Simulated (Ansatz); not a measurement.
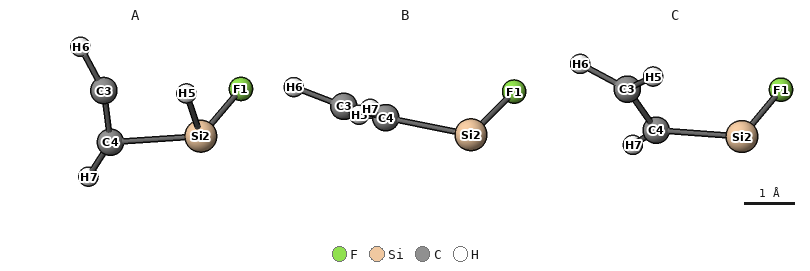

3 geometries from a converged minimum-energy path of C2H3FSi, shuffled. The picture is a ball-and-stick view, seen from a free direction.

Theory: Ansatz, RKS CAM-B3LYP-D4/def2-SVP. Settings: 5 movable images; climbing image; force threshold 0.03 eV/Å; iteration limit 60; starting path through a guess of the saddle point.

> Which of them lies highest in energy?

A. In order along the path, whose images run from 0 to 6: A (image 2, +37.1 kcal/mol), C (image 4, +3.7 kcal/mol), B (image 5, −0.9 kcal/mol). Breaking: Si2–C3 (1.79 → 2.18 at the top → 2.76 Å), Si2–H5 (1.47 → 1.51 at the top → 2.85 Å). Forming: C3–H5 (2.91 → 2.04 at the top → 1.10 Å).

The run took 67 s on 2 threads of AMD EPYC 7B13 (Zen 3), on a shared host, peak memory 0.22 GiB.
